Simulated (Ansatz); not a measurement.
The reference is CdSe in the wurtzite structure (space group P6_3mc, No. 186; a = 4.302 Å, c = 7.021 Å).

Modification: every lattice vector is shortened by 3.00 %, atoms relaxed at fixed cell.

Level of theory: PBEsol (Ansatz, a program for electronic structure), no spin-orbit coupling.

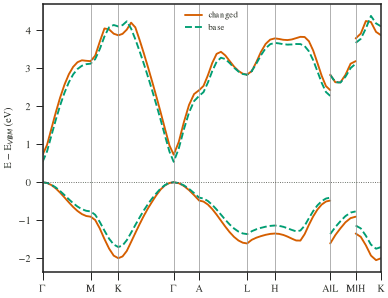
*Highest valence and lowest conduction band along the path, each from its own valence-band maximum*

The gap is 0.73 eV, direct at Γ; the base has 0.54 eV.

The cells carry an imposed strain or load. Whether these cells are dynamically stable was not tested.
